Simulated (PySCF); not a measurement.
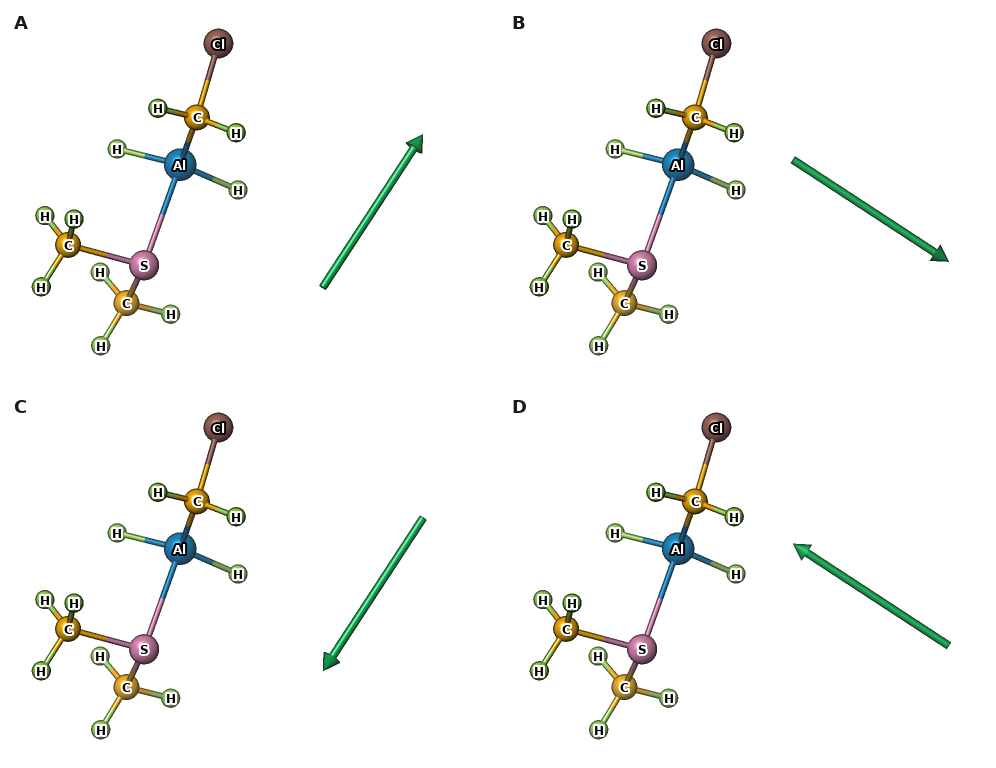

The same molecule four times, each with an arrow. Computed geometry: PBE0-D3(BJ)/def2-SVP optimisation. No frequency run is at hand to confirm it as a minimum. Properties computed with LC-wPBE/def2-SVPD, gas phase (PySCF 2.14.0).

Which arrow points along the dipole moment, from the negative to the positive end?

Answer. C. The dipole moment is 6.53 D.
